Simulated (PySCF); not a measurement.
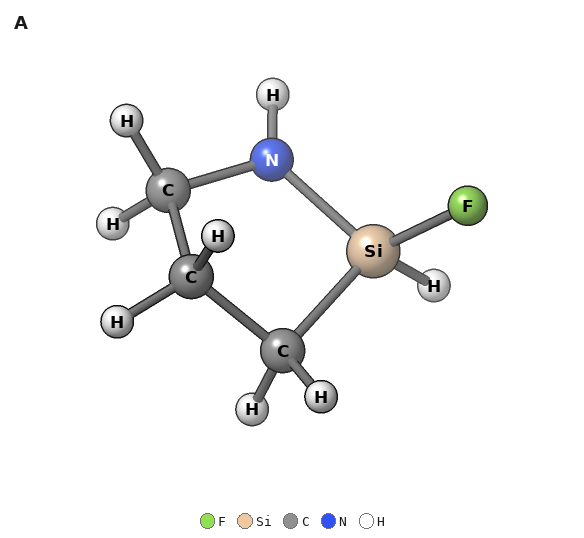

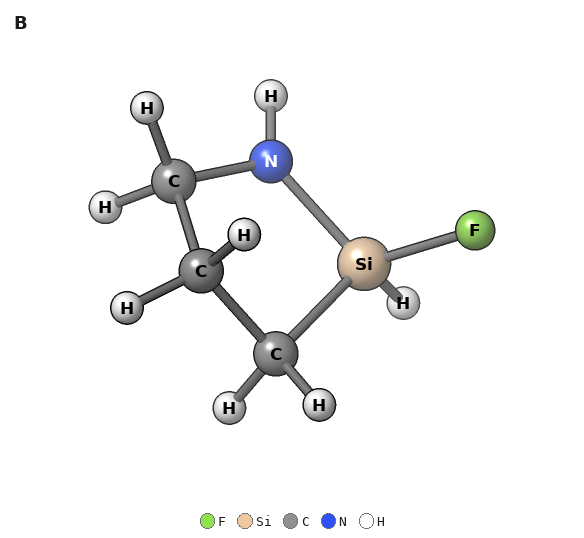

Atoms fade into the background with distance from the viewer. The computed structure is the end point of a PBE0-D3(BJ)/def2-SVP optimisation. No frequency run is at hand to confirm it as a minimum.

Question: Can A be turned into B by a rotation alone?

Answer: Yes. They are the same structure, C3H8FNSi (F[Si@H]1CCCN1), seen from two directions: a rotation takes one into the other. The geometry is chiral (C1), so its mirror image would differ.
